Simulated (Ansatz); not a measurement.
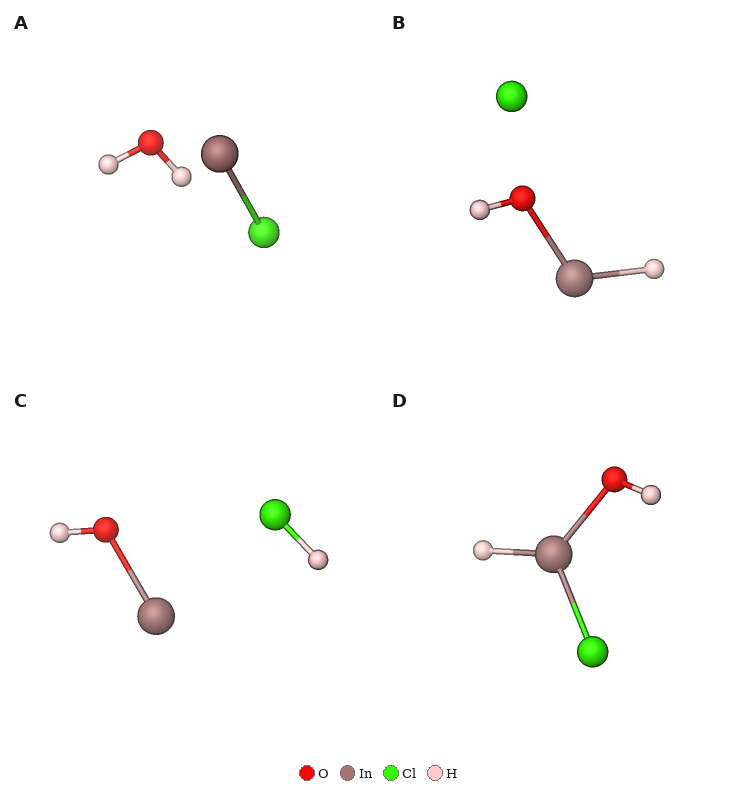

4 stationary structures of one formula. Geometries: PBE-D4/def2-SVP. Electronic energies: PBE-D4/def2-SVP (Ansatz 0.2.0), without zero-point energy. No frequency run is at hand to confirm each as a minimum.

Question: Which is lowest in energy, and by how much?

Answer: A is lowest (C1); D lies 29.9 kcal/mol above it (Cs), C lies 38.0 kcal/mol above it (Cs), B lies 99.0 kcal/mol above it.
